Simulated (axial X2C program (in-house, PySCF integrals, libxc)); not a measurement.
# InP⁺: from the state search to constants

What are the state, bond length, wavenumber and bond energy of InP⁺, and what does spin–orbit coupling change?

Computed with an in-house X2C program for linear molecules on PySCF integrals. Level: all-electron X2C, In dyall-cv3z, P dyall-v3z.

All values are calculated.

### Step 1. Input

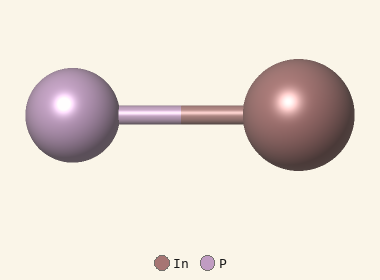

The two atoms at 2.380 Å (indium brown, phosphorus pink).

File task.json:

```json
{
 "zs": [
  49,
  15
 ],
 "q": 1,
 "bas": [
  "dyall-cv3z",
  "dyall-v3z"
 ],
 "levels": [
  "PBE0",
  "HF",
  "M06"
 ],
 "cc": true,
 "r0": 2.38,
 "thr": -1.0,
 "nmax": 90,
 "npts": 10,
 "nst": 2,
 "ntry": 6
}
```

Keys: zs atomic numbers; q charge; bas basis sets; levels methods (HF also brings MP2); cc coupled cluster on or off; r0 starting distance in Å; thr threshold in hartree for freezing inner shells (an s shell follows its p shell); nmax most natural virtual spinors; npts points asked for on the curve; nst determinants followed; ntry starts of the search.

Launch:

```sh
> python so2c.py task.json out
```

Spin-free means the one-electron spin-free X2C Hamiltonian; two-component (2c) means X2C with spin–orbit coupling and atomic mean-field two-electron Coulomb and Gaunt terms. Basis: In dyall-cv3z contracted to [11s12p9d4f1g], P dyall-v3z contracted to [8s7p2d1f]; Gaussian nuclei, density fitting. Masses: In 114.904 u, P 30.974 u.

Notation: σ, π±, δ± give the projection m of an orbital's angular momentum (0, ±1, ±2), α and β its spin, Λ and M_S the sums; ω is the projection of a spinor's total angular momentum and Ω the sum. Logs are in hartree.

The results follow Hamiltonian by Hamiltonian and level by level.

### Step 2. Which state to follow

PBE0 moves the distance from 2.380 Å to 2.915 Å and compares determinants there.

Spin-free determinants:

```csv
ΔE (eV),state,open shells
0.00,"M_S = 3/2, Λ = 0","beyond closed shells: σα, π+α, π-α"
0.53,"M_S = 1/2, Λ = 0","beyond closed shells: σβ, π+α, π-α"
1.34,"M_S = 1/2, Λ = 2","beyond closed shells: σα, π+α, π+β"
1.34,"M_S = 1/2, Λ = 0","beyond closed shells: σα, π+β, π-α"
1.57,"M_S = 1/2, Λ = 1",beyond closed shells: π+α
2.08,"M_S = 1/2, Λ = 1","beyond closed shells: π+α, π+β, π-α"
4.05,"M_S = 3/2, Λ = 1","beyond closed shells: 2 × π+α, π-α"
```

Two-component determinants:

| ΔE (eV) | state | open shells |
| --- | --- | --- |
| 0.00 | Ω = 3/2 | excess of +ω over −ω: ω = 3/2 |
| 0.53 | Ω = 1/2 | excess of +ω over −ω: 2 × ω = -1/2, ω = 3/2 |
| 1.30 | Ω = 1/2 | excess of +ω over −ω: ω = 1/2 |
| 1.34 | Ω = 5/2 | excess of +ω over −ω: 2 × ω = 1/2, ω = 3/2 |
| 1.38 | Ω = 1/2 | excess of +ω over −ω: ω = 1/2 |
| 4.17 | Ω = 5/2 | excess of +ω over −ω: ω = -1/2, 2 × ω = 3/2 |
| 4.96 | Ω = 7/2 | excess of +ω over −ω: ω = 1/2, 2 × ω = 3/2 |

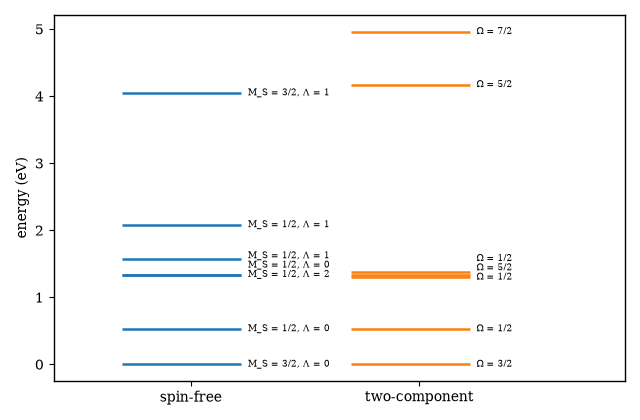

The determinants found, each set from its own lowest.

### Step 3. PBE0, spin-free

State followed: M_S = 3/2, Λ = 0 (beyond closed shells: σα, π+α, π-α). The scan is laid around 2.915 Å, a first estimate of the minimum, and this SCF restarts from the orbitals of the search.

The SCF at the reference distance of 2.915 Å:

```text
spin-free X2C-1e  PBE0
basis functions 175  fitting functions 942  grid points 5082
iter        total energy     max residual
   1      -6222.440925674     5.77e-05
   2      -6222.440925719     3.42e-05
   3      -6222.440925738     2.11e-05
   4      -6222.440925740     6.57e-06
converged
one-electron -8818.63267920  Coulomb 2646.70054074  exact exchange -45.28465235  xc functional -138.65303717  nuclear repulsion 133.42890224
```

Along the bond, energies from the lowest point:

| R (Å) | E (eV) | μ (D) | HOMO (eV) | LUMO (eV) | iterations |
| --- | --- | --- | --- | --- | --- |
| 2.536 | 0.1501 | 0.67 | -12.54 | -9.21 | 14 |
| 2.653 | 0.0561 | 0.59 | -12.55 | -9.13 | 11 |
| 2.740 | 0.0198 | 0.51 | -12.55 | -9.05 | 10 |
| 2.828 | 0.0031 | 0.41 | -12.55 | -8.96 | 10 |
| 2.915 | 0.0000 | 0.28 | -12.53 | -8.86 | 4 |
| 3.017 | 0.0079 | 0.11 | -12.49 | -8.73 | 10 |
| 3.119 | 0.0242 | -0.09 | -12.43 | -8.61 | 9 |
| 3.250 | 0.0525 | -0.36 | -12.25 | -8.44 | 10 |
| 3.410 | 0.0929 | -0.72 | -12.03 | -8.25 | 10 |
| 3.644 | 0.1542 | -1.27 | -11.74 | -8.00 | 10 |

Dipoles are positive if P is the positive end and refer to the centre of mass.

Outer orbitals at the reference distance:

```
symmetry  occupied  ε (eV)             atomic character
     δ-α       yes  -27.75                    100% In d
     δ+α       yes  -27.75                    100% In d
      σα       yes  -27.74                     99% In d
     δ-β       yes  -27.73                    100% In d
     δ+β       yes  -27.73                    100% In d
     π-α       yes  -27.71                    100% In d
     π+α       yes  -27.71                    100% In d
     π-β       yes  -27.66                    100% In d
     π+β       yes  -27.66                    100% In d
      σβ       yes  -27.66                    100% In d
      σα       yes  -22.41    87% P s, 5% In p, 4% In d
      σβ       yes  -18.97    82% P s, 7% In s, 6% In p
      σα       yes  -15.69    71% In s, 24% P p, 3% P s
      σβ       yes  -14.87    81% In s, 10% P p, 7% P s
     π-α       yes  -12.74    94% P p, 3% In p, 2% In d
     π+α       yes  -12.74    94% P p, 3% In p, 2% In d
      σα       yes  -12.53  58% P p, 20% In s, 18% In p
      σβ        no   -8.86   57% P p, 33% In p, 6% In s
     π+β        no   -8.17   69% P p, 28% In p, 3% In d
     π-β        no   -8.17   69% P p, 28% In p, 3% In d
     π+α        no   -7.13             94% In p, 3% P p
```

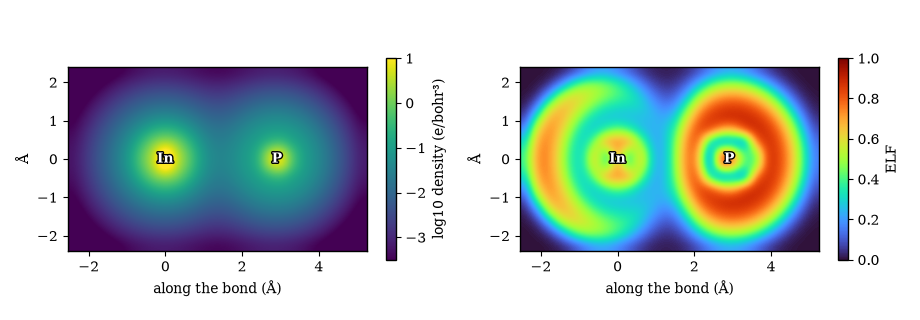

PBE0 fields in a plane through the axis, from a grid of 0.3 Å; In lies at z = 0 and P at z = 2.915 Å; the ELF is damped to zero where the density is low.

Re = 2.896 Å, ωe = 120.8 cm⁻¹, ωexe = 1.01 cm⁻¹, Be = 0.08238 cm⁻¹, De = 0.431 eV, μ = 0.31 D.

### Step 4. HF, spin-free

The SCF at the reference distance of 2.915 Å:

```text
spin-free X2C-1e  HF
basis functions 175  fitting functions 942  grid points 5082
iter        total energy     max residual
   1      -6219.641845608     3.25e-01
   2      -6219.666759628     7.87e-03
   3      -6219.667714084     7.17e-03
   4      -6219.667821173     1.83e-03
   5      -6219.667842355     6.45e-04
   6      -6219.667848896     6.98e-04
   7      -6219.667851274     1.89e-04
   8      -6219.667851798     8.50e-05
   9      -6219.667851911     5.66e-05
  10      -6219.667851932     2.16e-05
  11      -6219.667851942     1.50e-05
  12      -6219.667851947     1.24e-05
  13      -6219.667851947     3.10e-06
  14      -6219.667851947     6.46e-07
converged
one-electron -8818.07662899  Coulomb 2646.22678562  exact exchange -181.24691081  xc functional 0.00000000  nuclear repulsion 133.42890224
```

No constants are quoted: too few points lie around the minimum for a second fit to confirm the first.

### Step 5. M06, spin-free

The SCF at the reference distance of 2.915 Å:

```text
spin-free X2C-1e  M06
basis functions 175  fitting functions 942  grid points 5082
iter        total energy     max residual
   1      -6222.996400180     1.65e-01
   2      -6223.003945168     3.24e-03
   3      -6223.004018621     1.74e-03
   4      -6223.004023282     9.35e-04
   5      -6223.004027408     1.70e-04
   6      -6223.004027494     6.78e-05
   7      -6223.004027548     1.91e-05
   8      -6223.004027550     9.63e-06
converged
one-electron -8818.71464221  Coulomb 2646.80094955  exact exchange -48.91208425  xc functional -135.60715287  nuclear repulsion 133.42890224
```

Re = 2.939 Å, ωe = 129.2 cm⁻¹, ωexe = 0.695 cm⁻¹, Be = 0.08002 cm⁻¹, De = 0.504 eV, μ = 0.51 D.

### Step 6. MP2 and beyond, spin-free

Correlated methods: 7 electrons correlated (frozen shells, counted by type: In 4 s, 3 p, 2 d; P 2 s, 1 p), 231 virtual spinors in MP2, 90 natural virtuals in coupled cluster.

Output of the correlated part at 2.915 Å:

```text
correlated 7  virtual 231  natural virtual 90  E(MP2) -0.114630576  MP2 remainder -0.001490758
iter   CCSD correlation   residual
   1     -0.132057931   1.20e-01
   2     -0.138878560   4.70e-02
   3     -0.139423880   1.31e-02
   4     -0.139495412   5.05e-03
   5     -0.139501601   2.43e-03
   6     -0.139517603   9.52e-04
   7     -0.139522555   3.75e-04
   8     -0.139519862   1.59e-04
   9     -0.139519010   5.03e-05
  10     -0.139519109   1.52e-05
  11     -0.139519319   6.02e-06
  12     -0.139519410   2.70e-06
  13     -0.139519430   1.22e-06
(T) -0.005167480  T1 0.0204  D1 0.0377  max T2 0.090
```

T1 in the output is the amplitude norm over the root of the electron number; divide by √2 for the Lee–Taylor value.

MP2: Re = 3.157 Å, ωe = 87.2 cm⁻¹, Be = 0.06932 cm⁻¹, De = 0.240 eV.

CCSD: No constants are quoted: too few points lie around the minimum for a second fit to confirm the first.

CCSD(T): No constants are quoted: too few points lie around the minimum for a second fit to confirm the first.

### Step 7. A higher determinant, spin-free

State: M_S = 1/2, Λ = 0 (beyond closed shells: σβ, π+α, π-α).

Output at the reference distance:

```text
spin-free X2C-1e  PBE0
basis functions 175  fitting functions 942  grid points 5082
iter        total energy     max residual
   1      -6222.421467576     6.20e-05
   2      -6222.421467615     5.15e-05
   3      -6222.421467647     1.77e-05
   4      -6222.421467649     5.08e-06
converged
one-electron -8818.50097468  Coulomb 2646.56718420  exact exchange -45.27805599  xc functional -138.63852342  nuclear repulsion 133.42890224
```

| R (Å) | E above the lowest PBE0 point (eV) |
| --- | --- |
| 2.536 | 0.562 |
| 2.653 | 0.509 |
| 2.740 | 0.501 |
| 2.828 | 0.511 |
| 2.915 | 0.529 |
| 3.017 | 0.558 |
| 3.119 | 0.590 |
| 3.250 | 0.633 |
| 3.410 | 0.685 |

Re = 2.728 Å, ωe = 159.0 cm⁻¹, ωexe = 2.52 cm⁻¹, Be = 0.09285 cm⁻¹, μ = 0.39 D. ⟨S²⟩ = 1.77 against 0.75 for a pure state, so this determinant mixes spins. Te = 0.50 eV.

### Step 8. The spin-free curves together

Energy (eV) of the followed determinant, spin-free, from each level's lowest point:

| R (Å) | PBE0 | HF | MP2 | CCSD | CCSD(T) | M06 |
| --- | --- | --- | --- | --- | --- | --- |
| 2.536 | 0.150 | 0.468 | 0.299 | n/a | n/a | 0.209 |
| 2.653 | 0.056 | 0.299 | 0.164 | 0.168 | 0.141 | 0.088 |
| 2.740 | 0.020 | 0.209 | 0.099 | 0.101 | 0.080 | 0.037 |
| 2.828 | 0.003 | 0.142 | 0.055 | 0.056 | 0.041 | 0.010 |
| 2.915 | 0.000 | 0.093 | 0.026 | 0.027 | 0.017 | 0.000 |
| 3.017 | 0.008 | 0.053 | 0.007 | 0.008 | 0.003 | 0.003 |
| 3.119 | 0.024 | 0.027 | 0.000 | 0.000 | 0.000 | 0.019 |
| 3.250 | 0.052 | 0.008 | 0.002 | 0.002 | 0.007 | 0.051 |
| 3.410 | 0.093 | 0.000 | 0.016 | n/a | n/a | 0.100 |
| 3.644 | 0.154 | 0.005 | 0.047 | n/a | n/a | 0.176 |

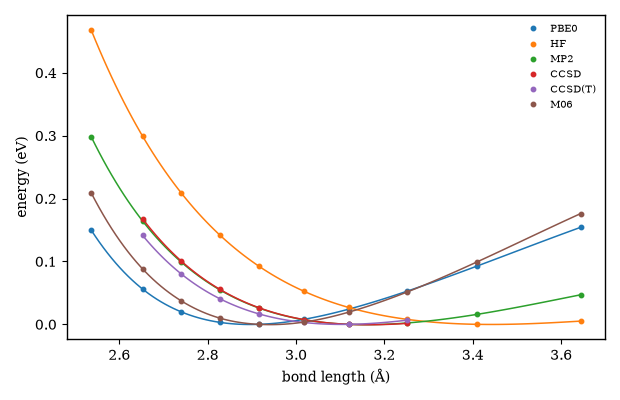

Curves of the followed state, spin-free, each from its own lowest point.

### Step 9. PBE0, 2c

State followed: Ω = 3/2 (excess of +ω over −ω: ω = 3/2). The scan is laid around 2.915 Å, a first estimate of the minimum, and this SCF restarts from the orbitals of the search.

Output at 2.915 Å:

```text
two-component X2C + atomic mean field  PBE0
basis functions 175  fitting functions 942  grid points 5082
iter        total energy     max residual
   1      -6219.923385126     3.12e-05
   2      -6219.923385128     8.16e-06
converged
one-electron -8811.49983714  Coulomb 2645.30996744  exact exchange -45.25948530  xc functional -138.57920164  nuclear repulsion 133.42890224  atomic mean-field constant -3.32373073
```

Along the bond, energies from the lowest point:

| R (Å) | E (eV) | μ (D) | HOMO (eV) | LUMO (eV) | iterations |
| --- | --- | --- | --- | --- | --- |
| 2.536 | 0.1492 | 0.67 | -12.54 | -9.22 | 14 |
| 2.653 | 0.0556 | 0.60 | -12.55 | -9.14 | 11 |
| 2.740 | 0.0195 | 0.52 | -12.55 | -9.06 | 10 |
| 2.828 | 0.0030 | 0.41 | -12.55 | -8.97 | 10 |
| 2.915 | 0.0000 | 0.28 | -12.53 | -8.87 | 2 |
| 3.017 | 0.0080 | 0.11 | -12.49 | -8.74 | 10 |
| 3.119 | 0.0244 | -0.08 | -12.42 | -8.62 | 9 |
| 3.250 | 0.0528 | -0.36 | -12.23 | -8.45 | 10 |
| 3.410 | 0.0933 | -0.72 | -12.02 | -8.26 | 10 |
| 3.644 | 0.1547 | -1.26 | -11.72 | -8.02 | 10 |

Dipoles are positive if P is the positive end and refer to the centre of mass.

Outer spinors at the reference distance:

| ω | occupied | ε (eV) | atomic character | λ mixture |
| --- | --- | --- | --- | --- |
| -3/2 | yes | -28.24 | 100% In d | 83% δ, 17% π |
| 3/2 | yes | -28.23 | 100% In d | 81% δ, 19% π |
| 1/2 | yes | -28.20 | 100% In d | 56% π, 44% σ |
| -1/2 | yes | -28.20 | 100% In d | 63% π, 37% σ |
| 5/2 | yes | -27.42 | 100% In d | 100% δ |
| -5/2 | yes | -27.40 | 100% In d | 100% δ |
| 3/2 | yes | -27.39 | 100% In d | 81% π, 19% δ |
| 1/2 | yes | -27.38 | 100% In d | 56% σ, 44% π |
| -1/2 | yes | -27.35 | 100% In d | 63% σ, 37% π |
| -3/2 | yes | -27.35 | 100% In d | 83% π, 17% δ |
| 1/2 | yes | -22.41 | 87% P s, 5% In p, 4% In d | 100% σ |
| -1/2 | yes | -18.98 | 82% P s, 7% In s, 6% In p | 100% σ |
| 1/2 | yes | -15.69 | 71% In s, 24% P p, 3% P s | 100% σ |
| -1/2 | yes | -14.87 | 81% In s, 10% P p, 7% P s | 100% σ |
| -1/2 | yes | -12.75 | 94% P p, 3% In p, 2% In d | 100% π |
| 3/2 | yes | -12.72 | 94% P p, 3% In p, 2% In d | 100% π |
| 1/2 | yes | -12.53 | 58% P p, 20% In s, 18% In p | 100% σ |
| -1/2 | no | -8.87 | 57% P p, 34% In p, 6% In s | 100% σ |
| 1/2 | no | -8.21 | 66% P p, 31% In p, 2% In d | 100% π |
| -3/2 | no | -8.13 | 71% P p, 26% In p, 3% In d | 100% π |
| -1/2 | no | -7.24 | 94% In p, 4% P p | 99% π, 1% σ |

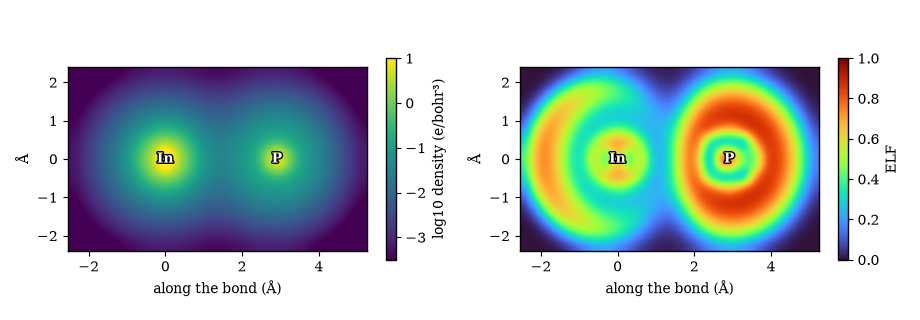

PBE0 fields in a plane through the axis, from a grid of 0.3 Å; In lies at z = 0 and P at z = 2.915 Å; the ELF is damped to zero where the density is low.

Re = 2.895 Å, ωe = 120.9 cm⁻¹, ωexe = 1.01 cm⁻¹, Be = 0.08244 cm⁻¹, De = 0.432 eV, μ = 0.32 D.

### Step 10. HF, 2c

The SCF at the reference distance of 2.915 Å:

```text
two-component X2C + atomic mean field  HF
basis functions 175  fitting functions 942  grid points 5082
iter        total energy     max residual
   1      -6217.122639399     3.66e-01
   2      -6217.147578464     7.72e-03
   3      -6217.148542829     8.14e-03
   4      -6217.148655100     2.12e-03
   5      -6217.148679898     8.02e-04
   6      -6217.148689323     9.92e-04
   7      -6217.148694193     2.42e-04
   8      -6217.148695958     1.53e-04
   9      -6217.148696835     1.95e-04
  10      -6217.148697300     8.33e-05
  11      -6217.148697635     5.56e-05
  12      -6217.148697791     6.29e-05
  13      -6217.148697847     2.60e-05
  14      -6217.148697883     2.17e-05
  15      -6217.148697913     3.16e-05
  16      -6217.148697927     2.07e-05
  17      -6217.148697930     4.64e-06
  18      -6217.148697931     3.00e-06
converged
one-electron -8810.94070655  Coulomb 2644.83315331  exact exchange -181.14631620  xc functional 0.00000000  nuclear repulsion 133.42890224  atomic mean-field constant -3.32373073
```

No constants are quoted: too few points lie around the minimum for a second fit to confirm the first.

### Step 11. M06, 2c

The SCF at the reference distance of 2.915 Å:

```text
two-component X2C + atomic mean field  M06
basis functions 175  fitting functions 942  grid points 5082
iter        total energy     max residual
   1      -6220.478368387     1.77e-01
   2      -6220.485965598     3.24e-03
   3      -6220.486039421     1.74e-03
   4      -6220.486044163     9.40e-04
   5      -6220.486048292     1.70e-04
   6      -6220.486048380     6.76e-05
   7      -6220.486048437     1.97e-05
   8      -6220.486048438     1.03e-05
converged
one-electron -8811.58314798  Coulomb 2645.41196272  exact exchange -48.88497291  xc functional -135.53506177  nuclear repulsion 133.42890224  atomic mean-field constant -3.32373073
```

Re = 2.938 Å, ωe = 129.2 cm⁻¹, ωexe = 0.694 cm⁻¹, Be = 0.08004 cm⁻¹, De = 0.505 eV, μ = 0.52 D.

### Step 12. MP2 and beyond, 2c

Correlated methods: 7 electrons correlated (frozen shells, counted by type: In 4 s, 3 p, 2 d; P 2 s, 1 p), 231 virtual spinors in MP2, 90 natural virtuals in coupled cluster.

Output of the correlated part at 2.915 Å:

```text
correlated 7  virtual 231  natural virtual 90  E(MP2) -0.114541142  MP2 remainder -0.001487549
iter   CCSD correlation   residual
   1     -0.131963800   1.20e-01
   2     -0.138802216   4.73e-02
   3     -0.139365530   1.35e-02
   4     -0.139443449   5.22e-03
   5     -0.139452150   2.49e-03
   6     -0.139469007   9.68e-04
   7     -0.139474179   4.05e-04
   8     -0.139471371   2.02e-04
   9     -0.139470259   1.06e-04
  10     -0.139470114   7.32e-05
  11     -0.139470780   4.96e-05
  12     -0.139471108   2.71e-05
  13     -0.139471163   1.31e-05
  14     -0.139471144   7.23e-06
(T) -0.005169186  T1 0.0212  D1 0.0394  max T2 0.089
```

MP2: Re = 3.159 Å, ωe = 87.0 cm⁻¹, Be = 0.06922 cm⁻¹, De = 0.240 eV.

CCSD: No constants are quoted: too few points lie around the minimum for a second fit to confirm the first.

CCSD(T): No constants are quoted: too few points lie around the minimum for a second fit to confirm the first.

### Step 13. A higher determinant, 2c

State: Ω = 1/2 (excess of +ω over −ω: 2 × ω = -1/2, ω = 3/2).

Output at the reference distance:

```text
two-component X2C + atomic mean field  PBE0
basis functions 175  fitting functions 942  grid points 5082
iter        total energy     max residual
   1      -6219.903961665     2.99e-05
   2      -6219.903961666     7.99e-06
converged
one-electron -8811.36985384  Coulomb 2645.17830270  exact exchange -45.25288990  xc functional -138.56469213  nuclear repulsion 133.42890224  atomic mean-field constant -3.32373073
```

| R (Å) | E above the lowest PBE0 point (eV) |
| --- | --- |
| 2.536 | 0.560 |
| 2.653 | 0.507 |
| 2.740 | 0.500 |
| 2.828 | 0.509 |
| 2.915 | 0.529 |
| 3.017 | 0.557 |
| 3.119 | 0.590 |
| 3.250 | 0.633 |
| 3.410 | 0.685 |

Re = 2.727 Å, ωe = 159.6 cm⁻¹, ωexe = 2.53 cm⁻¹, Be = 0.09294 cm⁻¹, μ = 0.40 D. Te = 0.50 eV.

### Step 14. The 2c curves together

Energy (eV) of the followed determinant, 2c, from each level's lowest point:

| R (Å) | PBE0 | HF | MP2 | CCSD | CCSD(T) | M06 |
| --- | --- | --- | --- | --- | --- | --- |
| 2.536 | 0.149 | 0.466 | 0.299 | n/a | n/a | 0.209 |
| 2.653 | 0.056 | 0.297 | 0.165 | 0.168 | 0.141 | 0.088 |
| 2.740 | 0.020 | 0.207 | 0.099 | 0.101 | 0.080 | 0.037 |
| 2.828 | 0.003 | 0.141 | 0.055 | 0.056 | 0.041 | 0.010 |
| 2.915 | 0.000 | 0.092 | 0.026 | 0.027 | 0.017 | 0.000 |
| 3.017 | 0.008 | 0.052 | 0.008 | 0.008 | 0.003 | 0.004 |
| 3.119 | 0.024 | 0.026 | 0.000 | 0.000 | 0.000 | 0.020 |
| 3.250 | 0.053 | 0.008 | 0.002 | 0.001 | 0.006 | 0.051 |
| 3.410 | 0.093 | 0.000 | 0.016 | n/a | n/a | 0.100 |
| 3.644 | 0.155 | 0.005 | 0.046 | n/a | n/a | 0.176 |

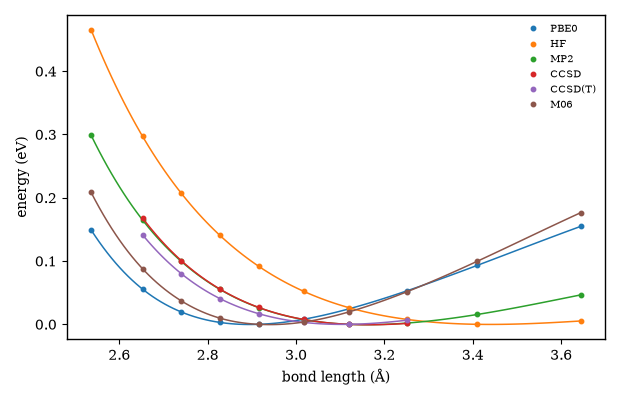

Curves of the followed state, 2c, each from its own lowest point.

The whole job took 2 min on 1 thread of AMD EPYC 7B13 (Zen 3), shared host; peak memory 0.5 GiB.

### Step 15. Constants

Lowest determinant that the search found at its distance, spin-free: M_S = 3/2, Λ = 0 (beyond closed shells: σα, π+α, π-α).

Lowest determinant that the search found at its distance, 2c: Ω = 3/2 (excess of +ω over −ω: ω = 3/2).

```csv
Hamiltonian,level,Re (Å),ωe (cm⁻¹),De (eV),μ (D)
spin-free,PBE0,2.896,120.8,0.431,0.31
spin-free,MP2,3.157,87.2,0.240,n/a
spin-free,M06,2.939,129.2,0.504,0.51
2c,PBE0,2.895,120.9,0.432,0.32
2c,MP2,3.159,87.0,0.240,n/a
2c,M06,2.938,129.2,0.505,0.52
```

Dipoles are positive if P is the positive end and refer to the centre of mass. No constants: spin-free HF (too few points lie around the minimum for a second fit to confirm the first); spin-free CCSD (too few points lie around the minimum for a second fit to confirm the first); spin-free CCSD(T) (too few points lie around the minimum for a second fit to confirm the first); 2c HF (too few points lie around the minimum for a second fit to confirm the first); 2c CCSD (too few points lie around the minimum for a second fit to confirm the first); 2c CCSD(T) (too few points lie around the minimum for a second fit to confirm the first).

Time per point (s) on 1 thread of AMD EPYC 7B13 (Zen 3), shared host (2c runs); the times are rough: PBE0 0.58, MP2 0.65, M06 0.86.

What this shows: At MP2, going from spin-free to two-component changes Re by +2 mÅ, ωe by -0.3 %; the spin-free picture holds up (part of it comes from the scalar share of the two-electron terms). It costs about 1.8 times the time. De moves by 0.00 eV; both De rest on single-determinant atoms, which can miss part of an open shell's spin–orbit lowering.

De refers to In+ + P, each in the lowest determinant found, which need not be this curve's own limit. The state is a single determinant with fixed occupations, the lowest that a limited PBE0 search found. De is counted from the lowest determinant-based energies of the atoms at the same level, without counterpoise correction. Density functionals use the spin component along the axis (collinear). The meta-GGAs lack a current-density term, which matters for open shells with orbital currents, atoms included. With several unpaired electrons one determinant need not be a pure state. With the outer-core shells frozen, correlated bond lengths of heavy atoms tend to come out a few hundredths of an ångström too long.
